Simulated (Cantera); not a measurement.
Feed: 1 mol CuO, 1.5 mol CO, a varied amount of H2, at 1748 K and 11000 Pa.

Method: chemical equilibrium by Gibbs-energy minimisation in Cantera with the NASA 1993 tables (ideal gas, pure condensed phases). Candidate condensed phases: C, C6H6, C7H8, C8H18, Cu, CuO, Cu(OH)2, Cu2O, H2O; 113 gas species. Rates play no part.

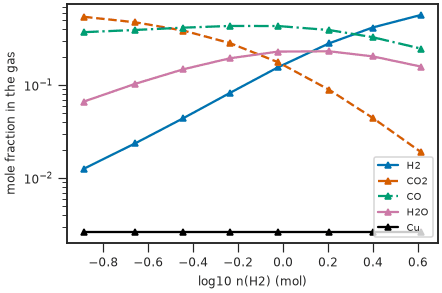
Equilibrium gas composition (values under 1e-9 drawn at 1e-9)

Read off the mole fractions at 0.13 mol H2.

CO2 about 0.54, CO about 0.37, H2O about 0.067, H2 about 0.013, Cu about 0.0026.
